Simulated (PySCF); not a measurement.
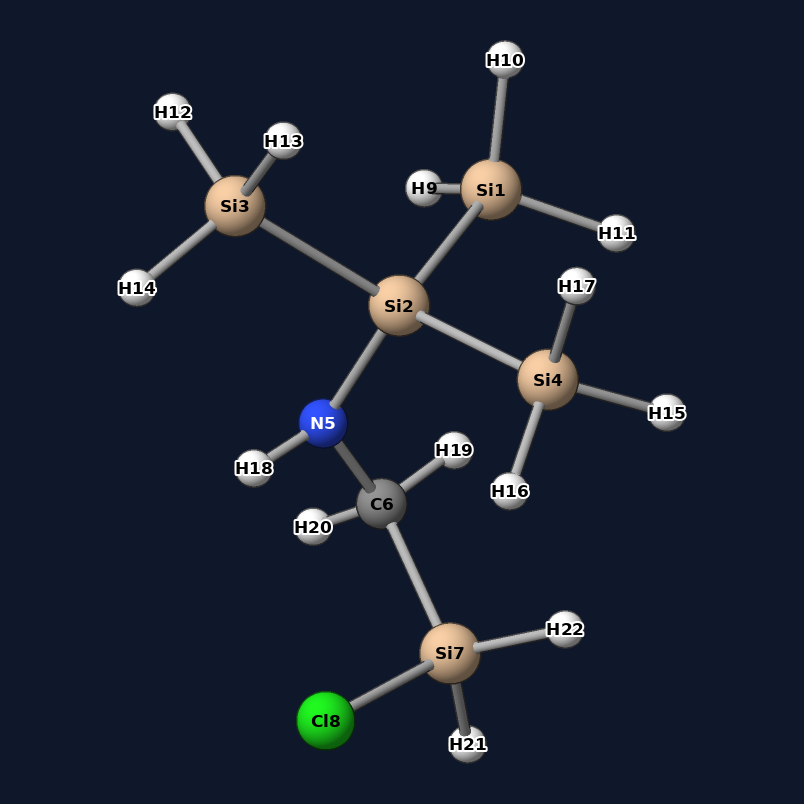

The questions are on isotropic NMR shieldings of the H atoms. The computed structure is the end point of a GFN2-xTB optimisation. No frequency run is at hand to confirm it as a minimum. Level of theory: GIAO PBE0/pcSseg-1 NMR shielding, non-relativistic, gas phase (PySCF 2.14.0).

List the isotropic NMR shieldings of the H atoms.

```csv
atom,σ (ppm)
H9,27.91
H10,28.24
H11,27.92
H12,28.05
H13,28.25
H14,28.09
H15,28.17
H16,28.13
H17,28.40
H18,32.10
H19,29.58
H20,28.55
H21,26.72
H22,26.67
```

The geometry is semi-empirical. Around Si such bond lengths and angles can be off by a tenth of an ångström or more and by several degrees, and values that hang on the shape move with them.
